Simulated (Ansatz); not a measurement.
Base system: TiO₂ in the anatase structure (space group I4_1/amd, No. 141; a = 3.739 Å, c = 9.455 Å). Axes: x, y, z lie along a, b, c of the conventional cell.

Structures relaxed with LDA in Ansatz (plane waves to 420 eV, PAW, no spin-orbit coupling).

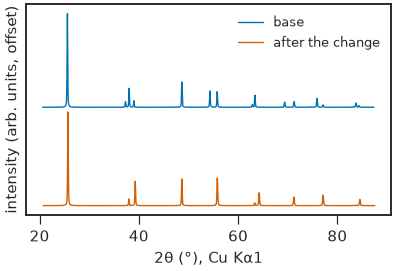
Figure: Simulated powder patterns before (top) and after one change

Problem. Which of these changes matches the shifts?
(A) uniaxial strain ε_zz = −3.00 %
(B) uniaxial strain ε_zz = −1.20 %
(C) uniaxial strain ε_zz = −0.60 %

Solution. A, uniaxial strain ε_zz = −3.00 %. Its volume per atom is 10.69 Å³ against 11.02 Å³, and its space group is I4_1/amd (No. 141).

Stability against distortions was not tested. The final runs are not spin-polarised.

Ansatz is a quantum-chemistry and plane-wave program.
